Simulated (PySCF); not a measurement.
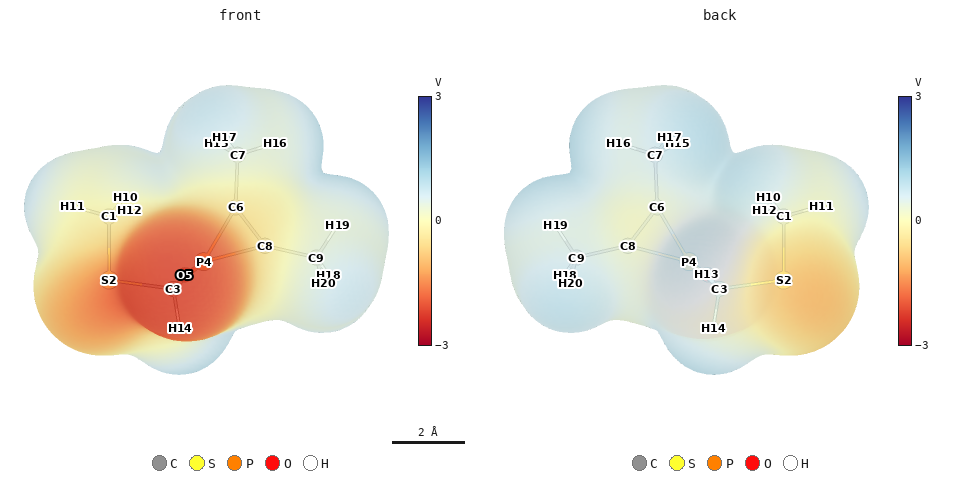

Figure 1: C6H11OPS (SMILES CSCP1(=O)C(C)=C1C). The molecular electrostatic potential painted on the density surface at 0.001 e/bohr³, seen from the front and from behind; red is negative and blue positive.

Geometry: GFN2-xTB.

Theory: PBE0/pcSseg-1, SCF density, gas phase, non-relativistic (PySCF 2.14.0).

```xyz
20

C     2.8029    0.5064   -0.6467
S     2.9963   -1.1917   -0.0578
C     1.3137   -1.4606    0.5496
P     0.1014   -0.9612   -0.7419
O     0.3252   -1.5139   -2.0821
C    -0.7597    0.5702   -0.3420
C    -0.8789    2.0398   -0.3898
C    -1.4913   -0.5159   -0.0214
C    -2.8361   -0.8668    0.4686
H     2.5348    1.1573    0.1823
H     3.7582    0.8075   -1.0649
H     2.0346    0.5212   -1.4218
H     1.1381   -0.9066    1.4711
H     1.2123   -2.5334    0.7245
H    -0.1070    2.5117    0.2185
H    -1.8576    2.3488   -0.0253
H    -0.7545    2.3891   -1.4148
H    -3.3431   -1.4941   -0.2645
H    -3.4250    0.0342    0.6376
H    -2.7696   -1.4315    1.3985
```

Q: Which sites attract a positive test charge, and which a negative one?

A: A positive charge is drawn to the negative regions and a negative charge to the positive ones. The most negative region (about −2.2 V, or −51 kcal/mol for a unit charge) lies over O5, the most positive (about +0.9 V, or +21 kcal/mol for a unit charge) over the H atoms. O5 is the likeliest acceptor of a hydrogen bond.

Q: What dipole moment does the calculation give?

A: Its dipole moment is 5.14 D.
